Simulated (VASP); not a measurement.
# BaZrO3: structure and properties in VASP, part 5 of 6

Aim: relax BaZrO3, then compute properties on the relaxed cell. The start is a cell from a database of measured crystal structures.

VASP 6.6.1, plane waves and PAW; the level of theory is named at each step.

So far, gap on the k-mesh (eV): step 2 (relaxing cell and atoms (LDA)) 3.22; step 6 (total and projected DOS (LDA)) 3.17; step 7 (vibrations at Γ (LDA)) 3.22; step 8 (volume scan with LDA, volume scale 0.94) 3.32; step 9 (volume scan with LDA, volume scale 0.96) 3.31.

### Step 10. Volume scan with LDA, volume scale 0.98

Level of this step: LDA; plane waves and PAW (Ba_sv, Zr_sv, O) (VASP).

INCAR

```
SYSTEM = BaZrO3
PREC = Accurate
ENCUT = 520
EDIFF = 1E-06
NELM = 100
ISMEAR = -1
SIGMA = 0.05
LREAL = .FALSE.
ALGO = Normal
GGA = CA
NBANDS = 26
LORBIT = 11
LWAVE = .FALSE.
LCHARG = .FALSE.
KPAR = 2
ISIF = 2
```

POSCAR

```
BaZrO3
1.0
    4.1315614581      0.0000000000      0.0000000000
    0.0000000000      4.1315614581      0.0000000000
    0.0000000000      0.0000000000      4.1315614581
Ba Zr O
1 1 3
Direct
    0.0000000000      0.0000000000      0.0000000000
    0.5000000000      0.5000000000      0.5000000000
    0.5000000000      0.5000000000      0.0000000000
    0.5000000000      0.0000000000      0.5000000000
    0.0000000000      0.5000000000      0.5000000000
```

KPOINTS

```
Automatic mesh
0
Gamma
5 5 5
0 0 0
```

Potentials, in the order of the species: Ba_sv, Zr_sv and O (LDA family, release 64).

The run is started by

```
mpirun -np 2 vasp_std
```

The program printed:

```text
[... set-up lines as in an earlier step ...]
 entering main loop
       N       E                     dE             d eps       ncg     rms          rms(c)
DAV:   1     0.311267899466E+03    0.31127E+03   -0.22322E+04   520   0.152E+03
DAV:   2    -0.323445488173E+02   -0.34361E+03   -0.33402E+03   666   0.367E+02
DAV:   3    -0.524107895615E+02   -0.20066E+02   -0.20011E+02   772   0.863E+01
DAV:   4    -0.530096913954E+02   -0.59890E+00   -0.59823E+00   744   0.115E+01
[...]
DAV:  12    -0.457223738644E+02   -0.63887E-08   -0.10530E-04   712   0.722E-02    0.274E-02
DAV:  13    -0.457223725919E+02    0.12725E-05   -0.65777E-06   672   0.185E-02    0.325E-03
DAV:  14    -0.457223725600E+02    0.31944E-07   -0.59696E-07   354   0.688E-03
   1 F= -.45722373E+02 E0= -.45722373E+02  d E =-.339333E-11
```

The job ended after 9.2 s (2 MPI ranks of AMD EPYC 7R43, shared host; peak memory 0.26 GiB).

Parts of OUTCAR (step 10):

```text
  Total        1.6098873      1.6098873      1.6098873      0.0000000      0.0000000      0.0000000
  in kB       36.5732375     36.5732375     36.5732375      0.0000000      0.0000000      0.0000000
  external PRESSURE =      36.5732375 kB  Pullay stress =       0.0000000 kB

 POSITION                                       TOTAL-FORCE (eV/Angst)
 -----------------------------------------------------------------------------------
      0.00000      0.00000      0.00000         0.000000      0.000000      0.000000
      2.06578      2.06578      2.06578         0.000000      0.000000      0.000000
      2.06578      2.06578      0.00000         0.000000      0.000000      0.000000
      2.06578      0.00000      2.06578         0.000000      0.000000      0.000000
      0.00000      2.06578      2.06578         0.000000      0.000000      0.000000
 -----------------------------------------------------------------------------------
    total drift:                                0.000000     -0.000000     -0.000000

  FREE ENERGIE OF THE ION-ELECTRON SYSTEM (eV)
  ---------------------------------------------------
  free  energy   TOTEN  =       -45.7223725600 eV

  energy  without entropy=      -45.7223725600  energy(sigma->0) =      -45.72237256

[... 1 part as in an earlier step ...]

[... 2 further parts left out ...]
[key lines of the parts left out:]
E-fermi :   4.9555
```

The pressure falls from 7.76 to 3.66 GPa.

The run ends at a pressure of 3.66 GPa.

### Step 11. Volume scan with LDA, volume scale 1

INCAR is that of step 10.

Changes to POSCAR since step 10:

```diff
@@ -2,5 +2,5 @@
 1.0
-    4.1315614581      0.0000000000      0.0000000000
-    0.0000000000      4.1315614581      0.0000000000
-    0.0000000000      0.0000000000      4.1315614581
+    4.1594782607      0.0000000000      0.0000000000
+    0.0000000000      4.1594782607      0.0000000000
+    0.0000000000      0.0000000000      4.1594782607
 Ba Zr O
```

KPOINTS is that of step 10.

The run is started by

```
mpirun -np 2 vasp_std
```

The program printed:

```text
[... set-up lines as in an earlier step ...]
 entering main loop
       N       E                     dE             d eps       ncg     rms          rms(c)
[... 14 cycles as in an earlier step ...]
   1 F= -.45739899E+02 E0= -.45739899E+02  d E =-.411498E-10
```

The job ended after 9.4 s (2 MPI ranks; peak memory 0.25 GiB; 17 s of CPU time).

Parts of OUTCAR (step 11):

```text
[... 6 parts as in an earlier step ...]

[... 1 further part left out ...]
[key lines of the parts left out:]
E-fermi :   4.6755
```

The pressure falls from 3.66 to -0.03 GPa.

The run ends at a pressure of -0.03 GPa.

### Step 12. Volume scan with LDA, volume scale 1.02

INCAR is that of step 11.

Changes to POSCAR since step 11:

```diff
@@ -2,5 +2,5 @@
 1.0
-    4.1594782607      0.0000000000      0.0000000000
-    0.0000000000      4.1594782607      0.0000000000
-    0.0000000000      0.0000000000      4.1594782607
+    4.1870252771      0.0000000000      0.0000000000
+    0.0000000000      4.1870252771      0.0000000000
+    0.0000000000      0.0000000000      4.1870252771
 Ba Zr O
```

KPOINTS is that of step 11.

The run is started by

```
mpirun -np 2 vasp_std
```

The program printed:

```text
[... set-up lines as in an earlier step ...]
 entering main loop
       N       E                     dE             d eps       ncg     rms          rms(c)
DAV:   1     0.305114454205E+03    0.30511E+03   -0.22224E+04   520   0.152E+03
DAV:   2    -0.332432170605E+02   -0.33836E+03   -0.33038E+03   654   0.370E+02
DAV:   3    -0.526739412419E+02   -0.19431E+02   -0.19387E+02   852   0.840E+01
DAV:   4    -0.530956661126E+02   -0.42172E+00   -0.42138E+00   712   0.101E+01
[...]
DAV:  12    -0.457259666035E+02   -0.29153E-05   -0.12107E-04   698   0.760E-02    0.244E-02
DAV:  13    -0.457259643112E+02    0.22922E-05   -0.10284E-05   678   0.217E-02    0.292E-03
DAV:  14    -0.457259643314E+02   -0.20154E-07   -0.68658E-07   328   0.735E-03
   1 F= -.45725964E+02 E0= -.45725964E+02  d E =-.109751E-10
```

Elapsed: 9.2 s, on 2 MPI ranks; peak memory 0.27 GiB; 17 s of CPU time.

OUTCAR, selected parts (step 12):

```text
  Total       -1.5285343     -1.5285343     -1.5285343     -0.0000000      0.0000000     -0.0000000
  in kB      -33.3633028    -33.3633028    -33.3633028     -0.0000000      0.0000000     -0.0000000
  external PRESSURE =     -33.3633028 kB  Pullay stress =       0.0000000 kB

 POSITION                                       TOTAL-FORCE (eV/Angst)
 -----------------------------------------------------------------------------------
      0.00000      0.00000      0.00000         0.000000      0.000000      0.000000
      2.09351      2.09351      2.09351         0.000000      0.000000      0.000000
      2.09351      2.09351      0.00000         0.000000      0.000000      0.000000
      2.09351      0.00000      2.09351         0.000000      0.000000      0.000000
      0.00000      2.09351      2.09351         0.000000      0.000000      0.000000
 -----------------------------------------------------------------------------------
    total drift:                                0.000000     -0.000000     -0.000000

  FREE ENERGIE OF THE ION-ELECTRON SYSTEM (eV)
  ---------------------------------------------------
  free  energy   TOTEN  =       -45.7259643314 eV

  energy  without entropy=      -45.7259643314  energy(sigma->0) =      -45.72596433

[... 1 part as in an earlier step ...]

[... 2 further parts left out ...]
[key lines of the parts left out:]
E-fermi :   4.6010
```

The pressure falls from -0.03 to -3.34 GPa.

The run ends at a pressure of -3.34 GPa.

### Step 13. Volume scan with LDA, volume scale 1.04

INCAR is that of step 12.

Changes to POSCAR since step 12:

```diff
@@ -2,5 +2,5 @@
 1.0
-    4.1870252771      0.0000000000      0.0000000000
-    0.0000000000      4.1870252771      0.0000000000
-    0.0000000000      0.0000000000      4.1870252771
+    4.2142145148      0.0000000000      0.0000000000
+    0.0000000000      4.2142145148      0.0000000000
+    0.0000000000      0.0000000000      4.2142145148
 Ba Zr O
```

KPOINTS is that of step 12.

The run is started by

```
mpirun -np 2 vasp_std
```

The program printed:

```text
[... set-up lines as in an earlier step ...]
 entering main loop
       N       E                     dE             d eps       ncg     rms          rms(c)
DAV:   1     0.294281335502E+03    0.29428E+03   -0.21995E+04   520   0.151E+03
DAV:   2    -0.331497806015E+02   -0.32743E+03   -0.32116E+03   638   0.358E+02
DAV:   3    -0.526609745732E+02   -0.19511E+02   -0.19459E+02   850   0.841E+01
DAV:   4    -0.531013637521E+02   -0.44039E+00   -0.43987E+00   700   0.105E+01
[...]
DAV:  12    -0.456838790075E+02   -0.31720E-05   -0.12376E-04   702   0.763E-02    0.261E-02
DAV:  13    -0.456838756769E+02    0.33305E-05   -0.13232E-05   660   0.241E-02    0.286E-03
DAV:  14    -0.456838757160E+02   -0.39029E-07   -0.77238E-07   340   0.742E-03
   1 F= -.45683876E+02 E0= -.45683876E+02  d E =-.263608E-11
```

Elapsed: 9.4 s, on 2 MPI ranks; peak memory 0.26 GiB.

Parts of OUTCAR (step 13):

```text
  Total       -2.9431181     -2.9431181     -2.9431181     -0.0000000     -0.0000000      0.0000000
  in kB      -63.0040348    -63.0040348    -63.0040348     -0.0000000     -0.0000000      0.0000000
  external PRESSURE =     -63.0040348 kB  Pullay stress =       0.0000000 kB

 POSITION                                       TOTAL-FORCE (eV/Angst)
 -----------------------------------------------------------------------------------
      0.00000      0.00000      0.00000         0.000000      0.000000      0.000000
      2.10711      2.10711      2.10711         0.000000      0.000000      0.000000
      2.10711      2.10711      0.00000         0.000000      0.000000      0.000000
      2.10711      0.00000      2.10711         0.000000      0.000000      0.000000
      0.00000      2.10711      2.10711         0.000000      0.000000      0.000000
 -----------------------------------------------------------------------------------
    total drift:                                0.000000     -0.000000     -0.000000

  FREE ENERGIE OF THE ION-ELECTRON SYSTEM (eV)
  ---------------------------------------------------
  free  energy   TOTEN  =       -45.6838757160 eV

  energy  without entropy=      -45.6838757160  energy(sigma->0) =      -45.68387572

[... 1 part as in an earlier step ...]

[... 2 further parts left out ...]
[key lines of the parts left out:]
E-fermi :   4.5376
```

The pressure falls from -3.34 to -6.30 GPa.

The run ends at a pressure of -6.30 GPa.

### Step 14. Volume scan with LDA, volume scale 1.06

A prediction first. A parabola through the 6 pressures of evenly scaled cells so far, P = -0.04 -175.1 t +401 t² GPa with t = ln(V/V₁) and V₁ the volume at scale 1, gives -8.88 GPa at t = +0.0583.

INCAR is that of step 13.

Changes to POSCAR since step 13:

```diff
@@ -2,5 +2,5 @@
 1.0
-    4.2142145148      0.0000000000      0.0000000000
-    0.0000000000      4.2142145148      0.0000000000
-    0.0000000000      0.0000000000      4.2142145148
+    4.2410573692      0.0000000000      0.0000000000
+    0.0000000000      4.2410573692      0.0000000000
+    0.0000000000      0.0000000000      4.2410573692
 Ba Zr O
```

KPOINTS is that of step 13.

The run is started by

```
mpirun -np 2 vasp_std
```

The program printed:

```text
[... set-up lines as in an earlier step ...]
 entering main loop
       N       E                     dE             d eps       ncg     rms          rms(c)
DAV:   1     0.318933048200E+03    0.31893E+03   -0.22208E+04   520   0.151E+03
DAV:   2    -0.319882641718E+02   -0.35092E+03   -0.34319E+03   658   0.371E+02
DAV:   3    -0.523958251358E+02   -0.20408E+02   -0.20356E+02   778   0.885E+01
DAV:   4    -0.530883523357E+02   -0.69253E+00   -0.69171E+00   772   0.120E+01
[...]
DAV:  12    -0.456165404959E+02   -0.39502E-05   -0.14341E-04   708   0.816E-02    0.276E-02
DAV:  13    -0.456165363764E+02    0.41195E-05   -0.16491E-05   654   0.266E-02    0.315E-03
DAV:  14    -0.456165364375E+02   -0.61130E-07   -0.10551E-06   434   0.820E-03
   1 F= -.45616536E+02 E0= -.45616536E+02  d E =-.282519E-10
```

Elapsed: 9.8 s, on 2 MPI ranks; peak memory 0.26 GiB; 18 s of CPU time.

Parts of OUTCAR (step 14):

```text
  Total       -4.2664432     -4.2664432     -4.2664432     -0.0000000     -0.0000000     -0.0000000
  in kB      -89.6095119    -89.6095119    -89.6095119     -0.0000000     -0.0000000     -0.0000000
  external PRESSURE =     -89.6095119 kB  Pullay stress =       0.0000000 kB

 POSITION                                       TOTAL-FORCE (eV/Angst)
 -----------------------------------------------------------------------------------
      0.00000      0.00000      0.00000         0.000000      0.000000      0.000000
      2.12053      2.12053      2.12053         0.000000      0.000000      0.000000
      2.12053      2.12053      0.00000         0.000000      0.000000      0.000000
      2.12053      0.00000      2.12053         0.000000      0.000000      0.000000
      0.00000      2.12053      2.12053         0.000000      0.000000      0.000000
 -----------------------------------------------------------------------------------
    total drift:                                0.000000     -0.000000     -0.000000

  FREE ENERGIE OF THE ION-ELECTRON SYSTEM (eV)
  ---------------------------------------------------
  free  energy   TOTEN  =       -45.6165364375 eV

  energy  without entropy=      -45.6165364375  energy(sigma->0) =      -45.61653644

[... 1 part as in an earlier step ...]

[... 2 further parts left out ...]
[key lines of the parts left out:]
E-fermi :   4.2822
```

The pressure falls from -6.30 to -8.96 GPa. The parabola predicted -8.88 GPa, +0.08 GPa off.

### Step 15. Side by side

Times are for 2 MPI ranks of AMD EPYC 7R43, shared host. Results by setting:

```csv
no.,volume scale,energy above the lowest point (meV/atom),pressure (GPa),gap on the k-mesh (eV),time,memory (GiB)
1,0.94,32.33,12.34,3.323,8.8 s,0.25
2,0.96,14.01,7.764,3.310,8.8 s,0.26
3,0.98,3.51,3.657,3.267,9.2 s,0.26
4,1,0,-0.02901,3.225,9.4 s,0.25
5,1.02,2.79,-3.336,3.182,9.2 s,0.27
6,1.04,11.2,-6.300,3.139,9.4 s,0.26
7,1.06,24.67,-8.961,3.095,9.8 s,0.26
```

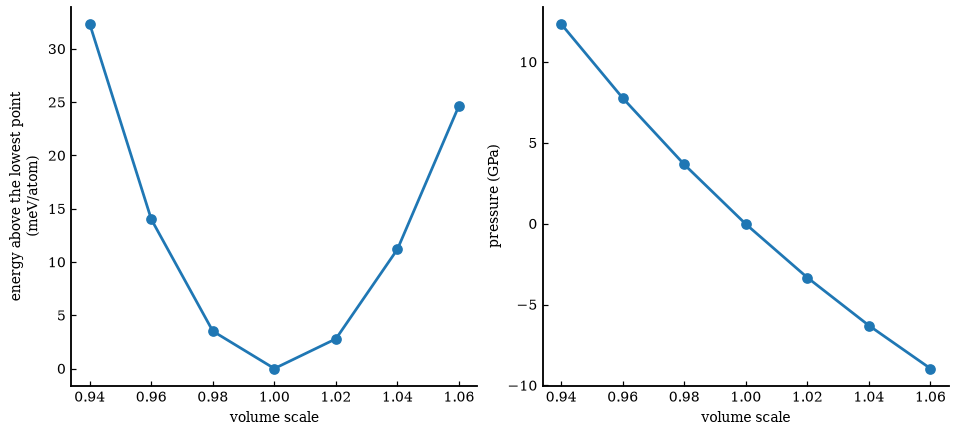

The series as plots.

### Step 16. Fit for LDA

This step: Birch-Murnaghan fit, LDA; plane waves and PAW (VASP 6.6.1).

Derived from the runs above.

Numbers from this step:

- pressure derivative of the bulk modulus: 4.447
- r.m.s. error of the fit: 2.22e-6 eV/atom
- minimum inside the sampled range: yes
- bulk modulus: 174.0 GPa
- equilibrium volume of the fit: 14.40 Å³/atom

The energy above the fitted minimum by volume:

| volume (Å³/atom) | energy above the fitted minimum (eV/atom) |
| --- | --- |
| 13.529 | 0.0323 |
| 13.817 | 0.0140 |
| 14.105 | 0.00351 |
| 14.393 | 5.4e-7 |
| 14.681 | 0.00279 |
| 14.969 | 0.0112 |
| 15.256 | 0.0247 |

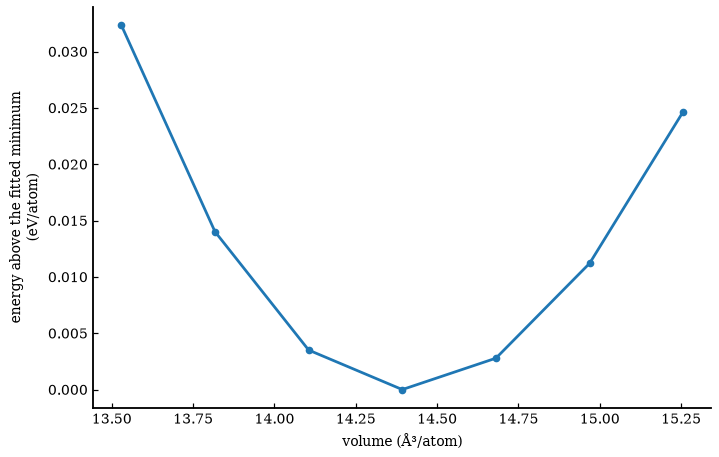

Energy above the fitted minimum, plotted against volume.

The fitted volume lies +0.08 % from the relaxed one.

(Part 5 of 6 ends here.)

[Lines on the potential files, build, host, timing and source positions are cut from VASP's logs without a mark.]

[Logs are printed without paths, hosts, clocks, repeated set-up lines and the standing remarks that a program may print on its own settings, such as how far it seeks lower states.]

[Hosts, paths, dates, database ids (printed as entryN), source tags and the programs' standing remarks are cut or masked in the printed files.]

[A measured line is paired with the nearest computed mode of its activity, which favours agreement.]
